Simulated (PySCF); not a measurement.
# C3H4OSi (SMILES O=CC#C[SiH3]) at RI-MP2/def2-TZVPD (density fitting with cc-pvdz-jkfit)

What is the energy difference between two shapes of C3H4OSi at RI-MP2/def2-TZVPD (density fitting with cc-pvdz-jkfit)? The job is set up through a Python script.

The results are computed with PySCF 2.14.0.

3 further runs of the same task are left out: 2 that didn't finish, 1 set aside as unsound or not needed.

**1. The structure to begin with**

C3H4OSi: 9 atoms, total charge 0, spin state singlet. SMILES: `O=CC#C[SiH3]`. Geometry: relaxed at GFN2-xTB.

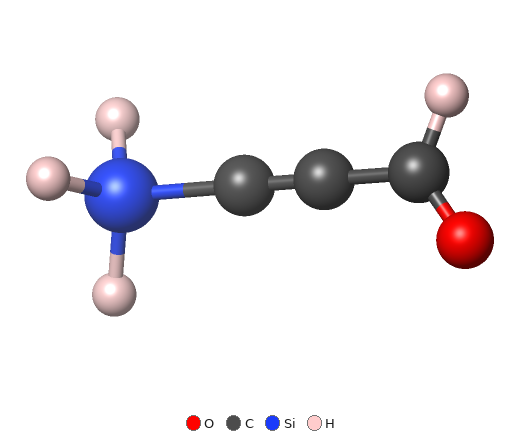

The structure, seen from a chosen angle (oxygen red, carbon dark grey, silicon blue, hydrogen pink).

**2. A single-point energy at RI-MP2/def2-TZVPD (density fitting with cc-pvdz-jkfit)**

Input file calc.py:

```python
from pyscf import gto, scf, mp

mol = gto.M(
    atom='''
O      6.225703     0.724653     0.076213
C      4.309350     1.602034    -0.773862
C      1.815233     0.679111    -0.320687
C     -0.296819    -0.113894     0.054405
Si    -3.529479    -1.335772     0.646967
H      4.323750     3.276294    -2.037729
H     -3.311934    -4.038005     1.179227
H     -5.015258    -0.862339    -1.637183
H     -4.520546     0.067898     2.812631
''',
    max_memory=1860,
    unit='bohr',
    symmetry=True,
    basis='def2-tzvpd',
    charge=0,
    verbose=4,
)

mf = scf.RHF(mol)
mf = mf.density_fit(auxbasis='cc-pvdz-jkfit')
mf.kernel()

pt = mp.MP2(mf, frozen=9).density_fit().run()
etot = pt.e_tot
print('E(%s) = %.9f' % ('RI-MP2', etot))
dip = mf.dip_moment()
pop, q = mf.mulliken_pop()
```

Launch:

```console
$ OMP_NUM_THREADS=1 python calc.py
```

What it wrote:

```text
PySCF version 2.14.0

[INPUT] num. atoms = 9
[INPUT] num. electrons = 44
[INPUT] charge = 0
[INPUT] spin (= nelec alpha-beta = 2S) = 0
[INPUT] symmetry True subgroup None
[INPUT] Mole.unit = bohr
[INPUT] Symbol           X                Y                Z      unit          X                Y                Z       unit  Magmom
[INPUT]  1 O      3.294500149556   0.383469853425   0.040330182776 AA    6.225703000000   0.724653000000   0.076213000000 Bohr   0.0
[INPUT]  2 C      2.280409813878   0.847759883919  -0.409510134797 AA    4.309350000000   1.602034000000  -0.773862000000 Bohr   0.0
[INPUT]  3 C      0.960579936110   0.359370064885  -0.169700252238 AA    1.815233000000   0.679111000000  -0.320687000000 Bohr   0.0
[INPUT]  4 C     -0.157069850568  -0.060270109261   0.028789886160 AA   -0.296819000000  -0.113894000000   0.054405000000 Bohr   0.0
[INPUT]  5 Si    -1.867719853221  -0.706860101385   0.342360192617 AA   -3.529479000000  -1.335772000000   0.646967000000 Bohr   0.0
[INPUT]  6 H      2.288029965715   1.733740121074  -1.078319748831 AA    4.323750000000   3.276294000000  -2.037729000000 Bohr   0.0
[INPUT]  7 H     -1.752599996871  -2.136820223581   0.624020054902 AA   -3.311934000000  -4.038005000000   1.179227000000 Bohr   0.0
[INPUT]  8 H     -2.653960240484  -0.456330146888  -0.866359933706 AA   -5.015258000000  -0.862339000000  -1.637183000000 Bohr   0.0
[INPUT]  9 H     -2.392169924116   0.035930074267   1.488380227927 AA   -4.520546000000   0.067898000000   2.812631000000 Bohr   0.0

nuclear repulsion = 170.284354806577
point group symmetry = C1
symmetry origin: [0. 0. 0.]
symmetry axis x: [1. 0. 0.]
symmetry axis y: [0. 1. 0.]
symmetry axis z: [0. 0. 1.]
num. orbitals of irrep A = 230
number of shells = 88
number of NR pGTOs = 324
number of NR cGTOs = 230
basis = def2-tzvpd
ecp = {}

[... 19 lines left out ...]
WARN: 1 small eigenvectors of overlap matrix removed because of linear dependency between AOs.
[... 29 lines left out ...]
converged SCF energy = -479.741361075245
[... 11 lines left out ...]
Dipole moment(X, Y, Z, Debye): -3.28708,  0.64088, -0.81645
[... 201 lines left out ...]
pop of  5 H 3px           0.00113
pop of  5 H 3py          -0.00329
pop of  5 H 3pz          -0.00089
pop of  6 H 1s            0.24338
pop of  6 H 2s            0.55727
pop of  6 H 3s            0.21361
pop of  6 H 2px           0.00063
pop of  6 H 2py           0.00851
pop of  6 H 2pz           0.00091
pop of  6 H 3px           0.00039
pop of  6 H 3py          -0.00916
pop of  6 H 3pz           0.00525
pop of  7 H 1s            0.24340
pop of  7 H 2s            0.55843
pop of  7 H 3s            0.21779
pop of  7 H 2px           0.00290
pop of  7 H 2py           0.00086
pop of  7 H 2pz           0.00625
pop of  7 H 3px          -0.00084
pop of  7 H 3py           0.00415
pop of  7 H 3pz          -0.00697
pop of  8 H 1s            0.24310
pop of  8 H 2s            0.55788
pop of  8 H 3s            0.21782
pop of  8 H 2px           0.00160
pop of  8 H 2py           0.00276
pop of  8 H 2pz           0.00568
pop of  8 H 3px           0.00114
pop of  8 H 3py          -0.00032
pop of  8 H 3pz          -0.00455
 ** Mulliken atomic charges  **
charge of    0O =     -0.47254
charge of    1C =     -0.24756
charge of    2C =      0.78823
charge of    3C =     -0.45521
charge of    4Si =      0.29171
charge of    5H =      0.16724
charge of    6H =     -0.02080
charge of    7H =     -0.02596
charge of    8H =     -0.02511
```

Run time: 5.4 s. Hardware: 1 thread of Intel Xeon at 2.50GHz (Skylake/Cascade Lake), shared host; peak memory 0.44 GiB.

**3. The distorted shape at the same level**

Input file run.py:

```python
from pyscf import gto, mp

mol = gto.Mole()
mol.atom = '''
O      6.208257     0.798804    -0.012227
C      4.353509     1.653318    -0.801193
C      1.870392     0.625552    -0.432447
C     -0.315907    -0.050259    -0.108952
Si    -3.609201    -1.421082     0.608082
H      4.474237     3.304776    -2.032780
H     -3.185566    -4.037663     1.207036
H     -5.143232    -0.822052    -1.562091
H     -4.476576    -0.057314     2.802732
'''
mol.max_memory = 1860
mol.verbose = 4
mol.basis = 'def2-tzvpd'
mol.unit = 'bohr'
mol.symmetry = True
mol.build()

mf = mol.RHF()
mf = mf.density_fit(auxbasis='cc-pvdz-jkfit')
mf.kernel()

pt = mp.MP2(mf, frozen=9).density_fit().run()
e_final = pt.e_tot
print('Final energy', e_final)
dip = mf.dip_moment()
pop, q = mf.mulliken_pop()
```

Launch:

```console
$ OMP_NUM_THREADS=1 python run.py
```

What it wrote:

```text
PySCF version 2.14.0

[INPUT] num. atoms = 9
[INPUT] num. electrons = 44
[INPUT] charge = 0
[INPUT] spin (= nelec alpha-beta = 2S) = 0
[INPUT] symmetry True subgroup None
[INPUT] Mole.unit = bohr
[INPUT] Symbol           X                Y                Z      unit          X                Y                Z       unit  Magmom
[INPUT]  1 O      3.285268123935   0.422708872792  -0.006470249758 AA    6.208257000000   0.798804000000  -0.012227000000 Bohr   0.0
[INPUT]  2 C      2.303777750335   0.874898208004  -0.423973077149 AA    4.353509000000   1.653318000000  -0.801193000000 Bohr   0.0
[INPUT]  3 C      0.989768821887   0.331027862645  -0.228841097331 AA    1.870392000000   0.625552000000  -0.432447000000 Bohr   0.0
[INPUT]  4 C     -0.167170785170  -0.026595917444  -0.057654915484 AA   -0.315907000000  -0.050259000000  -0.108952000000 Bohr   0.0
[INPUT]  5 Si    -1.909906918830  -0.752004209249   0.321783136771 AA   -3.609201000000  -1.421082000000   0.608082000000 Bohr   0.0
[INPUT]  6 H      2.367664256655   1.748812146395  -1.075700850814 AA    4.474237000000   3.304776000000  -2.032780000000 Bohr   0.0
[INPUT]  7 H     -1.685728931082  -2.136639244975   0.638735943960 AA   -3.185566000000  -4.037663000000   1.207036000000 Bohr   0.0
[INPUT]  8 H     -2.721681164874  -0.435011184591  -0.826622958583 AA   -5.143232000000  -0.822052000000  -1.562091000000 Bohr   0.0
[INPUT]  9 H     -2.368902002151  -0.030329262667   1.483141902716 AA   -4.476576000000  -0.057314000000   2.802732000000 Bohr   0.0

nuclear repulsion = 169.707693157296
point group symmetry = C1
symmetry origin: [0. 0. 0.]
symmetry axis x: [1. 0. 0.]
symmetry axis y: [0. 1. 0.]
symmetry axis z: [0. 0. 1.]
num. orbitals of irrep A = 230
number of shells = 88
number of NR pGTOs = 324
number of NR cGTOs = 230
basis = def2-tzvpd
ecp = {}

[... 19 lines left out ...]
WARN: 1 small eigenvectors of overlap matrix removed because of linear dependency between AOs.
[... 29 lines left out ...]
converged SCF energy = -479.73564286411
[... 10 lines left out ...]
Final energy -480.5230843781618
Dipole moment(X, Y, Z, Debye): -3.53944,  0.27905, -0.67657
[... 201 lines left out ...]
pop of  5 H 3px          -0.00002
pop of  5 H 3py          -0.00232
pop of  5 H 3pz          -0.00081
pop of  6 H 1s            0.24737
pop of  6 H 2s            0.55662
pop of  6 H 3s            0.20823
pop of  6 H 2px           0.00087
pop of  6 H 2py           0.00845
pop of  6 H 2pz           0.00109
pop of  6 H 3px           0.00003
pop of  6 H 3py          -0.00816
pop of  6 H 3pz           0.00546
pop of  7 H 1s            0.24701
pop of  7 H 2s            0.55806
pop of  7 H 3s            0.20851
pop of  7 H 2px           0.00320
pop of  7 H 2py           0.00107
pop of  7 H 2pz           0.00604
pop of  7 H 3px          -0.00154
pop of  7 H 3py           0.00485
pop of  7 H 3pz          -0.00686
pop of  8 H 1s            0.24778
pop of  8 H 2s            0.56043
pop of  8 H 3s            0.21451
pop of  8 H 2px           0.00140
pop of  8 H 2py           0.00281
pop of  8 H 2pz           0.00611
pop of  8 H 3px           0.00141
pop of  8 H 3py          -0.00014
pop of  8 H 3pz          -0.00520
 ** Mulliken atomic charges  **
charge of    0O =     -0.43436
charge of    1C =     -0.28632
charge of    2C =      0.77649
charge of    3C =     -0.49061
charge of    4Si =      0.32315
charge of    5H =      0.18105
charge of    6H =     -0.01996
charge of    7H =     -0.02034
charge of    8H =     -0.02910
```

It took 6 s on 1 thread of Intel Xeon at 2.50GHz (Skylake/Cascade Lake), shared host; peak memory 0.46 GiB.

**4. Summary of results**

Level: RI-MP2/def2-TZVPD (density fitting with cc-pvdz-jkfit), 9 core orbitals frozen.

| quantity | value |
| --- | --- |
| first shape: total energy | -480.53318 Eh |
| first shape: dipole moment (Hartree–Fock density) | 3.45 D |
| first shape: HOMO energy (Hartree–Fock orbitals) | -11.33 eV |
| first shape: LUMO energy (Hartree–Fock orbitals) | 1.46 eV |
| first shape: HOMO–LUMO gap (Hartree–Fock orbitals) | 12.79 eV |
| first shape: correlation energy (9 core orbitals frozen) | -791.8 mEh |
| distorted shape: total energy | -480.52308 Eh |
| distorted shape: dipole moment (Hartree–Fock density) | 3.61 D |
| distorted shape: HOMO energy (Hartree–Fock orbitals) | -11.12 eV |
| distorted shape: LUMO energy (Hartree–Fock orbitals) | 1.46 eV |
| distorted shape: HOMO–LUMO gap (Hartree–Fock orbitals) | 12.57 eV |
| distorted shape: correlation energy (9 core orbitals frozen) | -787.4 mEh |
| energy change with the atoms displaced | 0.275 eV |

What this shows: With the atoms displaced the energy rises by 0.27 eV (6.3 kcal/mol). The first shape isn't relaxed at this level, so the change isn't measured from a minimum. Mulliken charges (first shape) of the mean-field density run from -0.47 on O1 to +0.79 on C3; in a basis this large or diffuse they mean little. Mulliken charges (distorted shape) of the mean-field density run from -0.49 on C4 to +0.78 on C3; in a basis this large or diffuse they mean little.
